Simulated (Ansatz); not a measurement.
# SiEt2Me2 (C6H16Si): geometry, orbitals and charge

What does SiEt2Me2 (C6H16Si) look like as a singlet, and where do its frontier electrons sit?

The runs use Ansatz 0.2.0, Gaussian basis; RKS PBE0-D4/def2-TZVP.

Levels to be run: relaxation at B3LYP-D4/def2-SVP; a single point at PBE0-D4/def2-TZVP.

2 further runs of the same task are left out: 2 set aside as unsound or not needed.

## Step 1: Starting geometry

23 atoms, charge 0, spin multiplicity 1.

Atoms are counted from 1 here; the program's logs count them from 0.

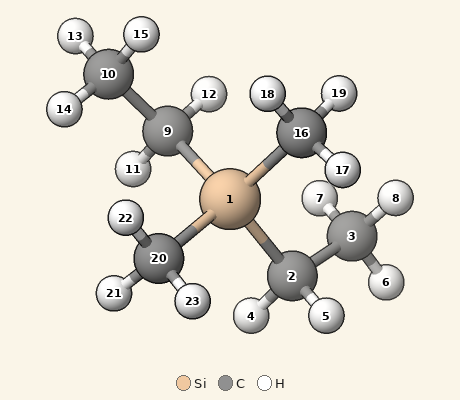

Start geometry, drawn with silicon light orange, carbon grey, hydrogen white; atoms are numbered from 1 in the order of the file.

The start is a GFN2-xTB geometry.

## Step 2: Relaxation at B3LYP-D4/def2-SVP

File in.yaml:

```yaml
crystal:
  periodic: [false, false, false]
  atoms:
    - {symbol: Si, position_ang: [-0.379500, -0.166900, -0.007890]}
    - {symbol: C, position_ang: [-0.350560, -0.144640, 1.907120]}
    - {symbol: C, position_ang: [0.394810, 1.046510, 2.498520]}
    - {symbol: H, position_ang: [0.104600, -1.063650, 2.279380]}
    - {symbol: H, position_ang: [-1.374820, -0.138650, 2.282510]}
    - {symbol: H, position_ang: [0.374140, 1.017220, 3.586950]}
    - {symbol: H, position_ang: [1.434260, 1.045110, 2.179680]}
    - {symbol: H, position_ang: [-0.058790, 1.980410, 2.176170]}
    - {symbol: C, position_ang: [1.416790, -0.227540, -0.673080]}
    - {symbol: C, position_ang: [1.499650, -0.407810, -2.185210]}
    - {symbol: H, position_ang: [1.962490, -1.041390, -0.192560]}
    - {symbol: H, position_ang: [1.938390, 0.692150, -0.403400]}
    - {symbol: H, position_ang: [2.535980, -0.418900, -2.520010]}
    - {symbol: H, position_ang: [1.036820, -1.344400, -2.484790]}
    - {symbol: H, position_ang: [0.987150, 0.402930, -2.696630]}
    - {symbol: C, position_ang: [-1.251040, 1.400530, -0.664740]}
    - {symbol: H, position_ang: [-2.233940, 1.522590, -0.218990]}
    - {symbol: H, position_ang: [-1.385100, 1.354720, -1.741280]}
    - {symbol: H, position_ang: [-0.677270, 2.296120, -0.444780]}
    - {symbol: C, position_ang: [-1.342970, -1.711840, -0.579810]}
    - {symbol: H, position_ang: [-0.835430, -2.627440, -0.292120]}
    - {symbol: H, position_ang: [-1.457880, -1.725940, -1.658900]}
    - {symbol: H, position_ang: [-2.337790, -1.739180, -0.146150]}
basis:
  gaussian: {orbitals: def2-SVP}
hamiltonian: {xc: {name: B3LYP}, dispersion: d4}
scf: {lower_state_search: "off"}
output: {orbitals: {seedname: orbitals}}
relax: {f_tol: 0.02, max_steps: 100}
```

Command:

```
$ ansatz run in.yaml --threads 4 --pin off --events-out ev --progress --plain --max-ram 4787MiB
```

What it wrote (excerpt; [...] marks lines left out):

```text
Functional definition: B3LYP
  name "B3LYP"
  cite "Stephens, Devlin, Chabalowski & Frisch, J. Phys. Chem. 98, 11623 (1994) doi:10.1021/j100096a001"
  cite "Becke, Phys. Rev. A 38, 3098 (1988) doi:10.1103/PhysRevA.38.3098"
  cite "Lee, Yang & Parr, Phys. Rev. B 37, 785 (1988) doi:10.1103/PhysRevB.37.785"
  cite "Vosko, Wilk & Nusair, Can. J. Phys. 58, 1200 (1980) doi:10.1139/p80-159"
[...]
2042 factors; integrals over basis functions are off by at most 4.1e-4 eV
[...]
mean field -14355.64549815 eV, -527.5602414509 hartree, gradient 6.2e-6 eV, S^2 0.000000; 0 other end points of the search recorded, 0 dependent functions left out
[...]
reference -14355.64579388 eV, -527.5602523189 hartree; 33, 33 occupied and 149, 149 virtual orbitals, 2042 factors
relax step   1: F+E_penalty+E_count = -14356.50188797 eV  Δ(F+E_penalty+E_count) = +0.000e0 eV  max|allowed force component| = 6.833e-1 eV/Å  Δτ_max = 0.0000 Å  (15 SCF iters, accepted)
[...]
relax step   3: F+E_penalty+E_count = -14356.60654830 eV  Δ(F+E_penalty+E_count) = -8.517e-3 eV  max|allowed force component| = 4.672e-2 eV/Å  Δτ_max = 0.0378 Å  (18 SCF iters, accepted)
[...]
relax step   4: F+E_penalty+E_count = -14356.60733847 eV  Δ(F+E_penalty+E_count) = -7.902e-4 eV  max|allowed force component| = 1.610e-2 eV/Å  Δτ_max = 0.0123 Å  (12 SCF iters, accepted)
Total energy: -14356.60763357 eV, -527.5955992756 hartree
[...]
Atom 8 at     1.388255    -0.245525    -0.675221 Å, force     0.010556    -0.004994    -0.016102 eV/Å
Atom 9 at     1.501689    -0.391669    -2.199882 Å, force    -0.005767     0.003416     0.007606 eV/Å
Atom 10 at     1.908969    -1.083604    -0.175505 Å, force    -0.002207     0.004853    -0.004363 eV/Å
Atom 11 at     1.915037     0.668559    -0.344961 Å, force    -0.002706    -0.009913    -0.000145 eV/Å
Atom 12 at     2.551474    -0.409844    -2.538151 Å, force    -0.009669     0.000840     0.007050 eV/Å
Atom 13 at     1.030357    -1.323811    -2.553574 Å, force     0.004530     0.011091     0.001185 eV/Å
Atom 14 at     1.005722     0.441288    -2.726283 Å, force     0.006564    -0.007566     0.006059 eV/Å
Atom 15 at    -1.247076     1.375191    -0.659418 Å, force    -0.002329     0.000526    -0.001685 eV/Å
Atom 16 at    -2.266587     1.466597    -0.248036 Å, force     0.009229     0.001375    -0.008022 eV/Å
Atom 17 at    -1.332478     1.352362    -1.758649 Å, force     0.000728     0.004169     0.012009 eV/Å
Atom 18 at    -0.691709     2.288107    -0.386714 Å, force    -0.010230    -0.007548    -0.003755 eV/Å
Atom 19 at    -1.341898    -1.708325    -0.564578 Å, force     0.000090    -0.001578     0.006485 eV/Å
Atom 20 at    -0.840896    -2.633809    -0.233714 Å, force    -0.008583     0.007015    -0.004087 eV/Å
Atom 21 at    -1.429947    -1.748028    -1.663002 Å, force    -0.000459    -0.004693     0.012259 eV/Å
Atom 22 at    -2.363278    -1.712612    -0.148096 Å, force     0.008795    -0.001954    -0.006619 eV/Å
Dipole moment:    -0.002281    -0.007551     0.010543 e Å
Checks for a lower state left out: stability, starts, cluster_reference, orbital_swaps, neighbouring_geometries, increment
```

It took 62 s on 4 threads of Intel Xeon at 2.50GHz, shared host; peak memory 0.58 GiB.

Step by step:

```tsv
step	energy from step 1 (eV)	largest force component (eV/Å)
1	0.0000	0.6833
2	-0.0961	0.2502
3	-0.1047	0.0467
4	-0.1054	0.0161
```

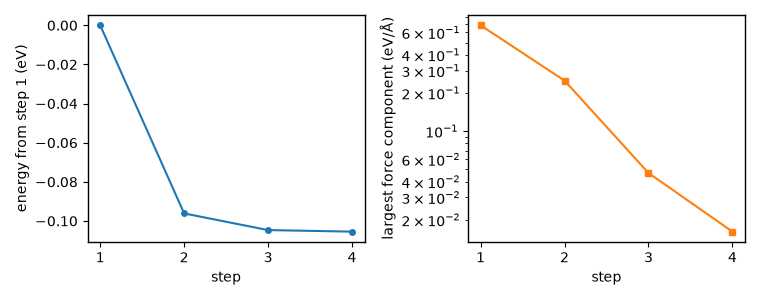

Energy and largest force along the relaxation.

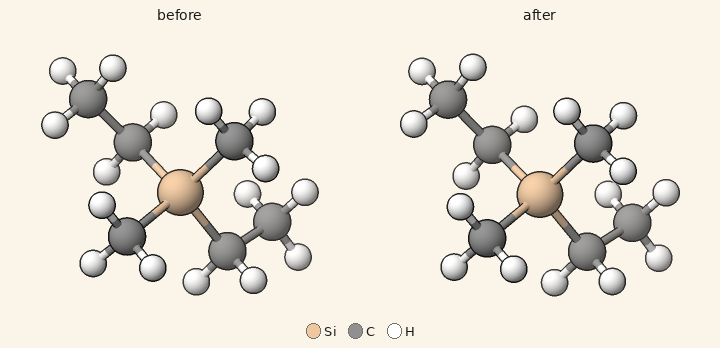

The geometry before (left) and after (right).

Distances of close pairs at the start and the end, largest changes first:

```tsv
bond	before (Å)	after (Å)	change (Å)
Si1–C16	1.910	1.891	-0.018
Si1–C20	1.908	1.890	-0.018
Si1–C9	1.916	1.898	-0.018
Si1–C2	1.915	1.897	-0.018
C20–H21	1.086	1.103	+0.018
C20–H23	1.086	1.103	+0.017
C20–H22	1.085	1.103	+0.017
C16–H17	1.086	1.103	+0.017
```

Bonds by kind at the end (by distance):

```tsv
bond	count	shortest (Å)	longest (Å)
C–Si	4	1.890	1.898
C–C	2	1.536	1.536
C–H	16	1.103	1.106
```

## Step 3: Single point, PBE0-D4/def2-TZVP

start.molden holds the orbitals of an earlier run on this state, given as this run's starting guess.

File in.yaml:

```yaml
crystal:
  periodic: [false, false, false]
  atoms:
    - {symbol: Si, position_ang: [-0.386299, -0.176535, -0.004488]}
    - {symbol: C, position_ang: [-0.342507, -0.132197, 1.891735]}
    - {symbol: C, position_ang: [0.406008, 1.061406, 2.502627]}
    - {symbol: H, position_ang: [0.105241, -1.080145, 2.243786]}
    - {symbol: H, position_ang: [-1.387565, -0.148077, 2.253420]}
    - {symbol: H, position_ang: [0.391839, 1.039838, 3.605405]}
    - {symbol: H, position_ang: [1.464085, 1.079280, 2.192166]}
    - {symbol: H, position_ang: [-0.038445, 2.021563, 2.191124]}
    - {symbol: C, position_ang: [1.388255, -0.245525, -0.675221]}
    - {symbol: C, position_ang: [1.501689, -0.391669, -2.199882]}
    - {symbol: H, position_ang: [1.908969, -1.083604, -0.175505]}
    - {symbol: H, position_ang: [1.915037, 0.668559, -0.344961]}
    - {symbol: H, position_ang: [2.551474, -0.409844, -2.538151]}
    - {symbol: H, position_ang: [1.030357, -1.323811, -2.553574]}
    - {symbol: H, position_ang: [1.005722, 0.441288, -2.726283]}
    - {symbol: C, position_ang: [-1.247076, 1.375191, -0.659418]}
    - {symbol: H, position_ang: [-2.266587, 1.466597, -0.248036]}
    - {symbol: H, position_ang: [-1.332478, 1.352362, -1.758649]}
    - {symbol: H, position_ang: [-0.691709, 2.288107, -0.386714]}
    - {symbol: C, position_ang: [-1.341898, -1.708325, -0.564578]}
    - {symbol: H, position_ang: [-0.840896, -2.633809, -0.233714]}
    - {symbol: H, position_ang: [-1.429947, -1.748028, -1.663002]}
    - {symbol: H, position_ang: [-2.363278, -1.712612, -0.148096]}
basis:
  gaussian: {orbitals: def2-TZVP, initial_orbitals: start.molden}
hamiltonian: {xc: pbe0, dispersion: d4}
scf: {omitted_lower_state_checks: [starts]}
output: {orbitals: {seedname: orbitals}}
```

Launched as before.

What it wrote:

```text
Functional definition: PBE0
  name "PBE0"
  cite "Adamo & Barone, J. Chem. Phys. 110, 6158 (1999) doi:10.1063/1.478522"
  cite "Perdew, Burke & Ernzerhof, Phys. Rev. Lett. 77, 3865 (1996) doi:10.1103/PhysRevLett.77.3865"
  parent pbe
  parameter a = 0.25
  parameter kappa = 0.804
  parameter beta = 0.06672455060314922
  exchange = (1 - a)*pbe_x(kappa = kappa, mu = beta*pi^2/3) + a*exact_x
  correlation = pbe_c(beta = beta)
these checks for a lower state are left out or cut short: starts
2052 factors; their error is unknown
mean field evaluation 1: about -14349.7216 eV, gradient 1.3e2 eV
mean field evaluation 2: about -14353.3636 eV, gradient 3.6e0 eV
mean field evaluation 4: about -14353.3998 eV, gradient 5.8e-1 eV
mean field evaluation 8: about -14353.4003 eV, gradient 2.3e-5 eV
mean field -14353.40025729 eV, -527.4777303711 hartree, gradient 2.3e-5 eV, S^2 0.000000; 0 other end points of the search recorded, 0 dependent functions left out
reference -14353.40030020 eV, -527.4777319484 hartree; 33, 33 occupied and 286, 286 virtual orbitals, 2052 factors
Total energy: -14353.86935398 eV, -527.4949693567 hartree
Checks for a lower state left out: starts
```

It took 21 s on 4 threads of Intel Xeon at 2.50GHz, shared host; peak memory 1.2 GiB.

Report: HOMO -7.68 eV, LUMO 0.86 eV.

Mulliken charges, from this run's orbitals:

Si1 0.32; C2 -0.27; C3 -0.39; H4 0.11; H5 0.11; H6 0.13; H7 0.12; H8 0.12; C9 -0.29; C10 -0.39; H11 0.11; H12 0.11; H13 0.13; H14 0.12; H15 0.12; C16 -0.50; H17 0.13; H18 0.13; H19 0.14; C20 -0.49; H21 0.13; H22 0.13; H23 0.13

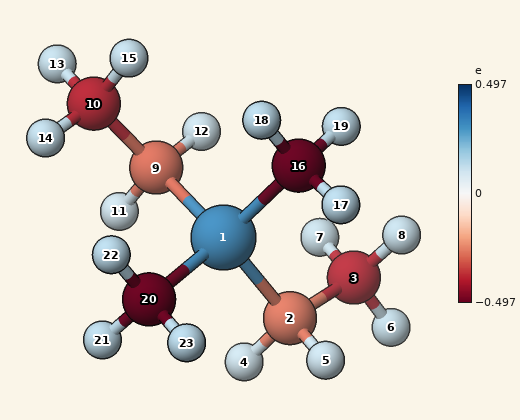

Mulliken charges, from this run's orbitals, as colours on the atoms.

Largest Mayer bond orders: Si1–C20 1.01; Si1–C2 0.99; Si1–C16 0.99; C9–C10 0.99; C2–C3 0.98; Si1–C9 0.98; C3–H7 0.97; C10–H14 0.97; C3–H8 0.97; C10–H15 0.97.

## Step 4: Summary of results

```
                       quantity                           value
                    point group                              C1
 commonest bond, hydrogen aside  C–Si, 4 of mean length 1.894 Å
HOMO, LUMO at PBE0-D4/def2-TZVP                  -7.68, 0.86 eV
    dipole at B3LYP-D4/def2-SVP                          0.06 D
```

What this shows: The molecule keeps its bonding pattern by the stored test; the atoms moved 0.05 Å (rms). No usable vibrations, so a minimum isn't proven. The point group is read from a loosely relaxed geometry; soft torsions can leave it below the true symmetry.
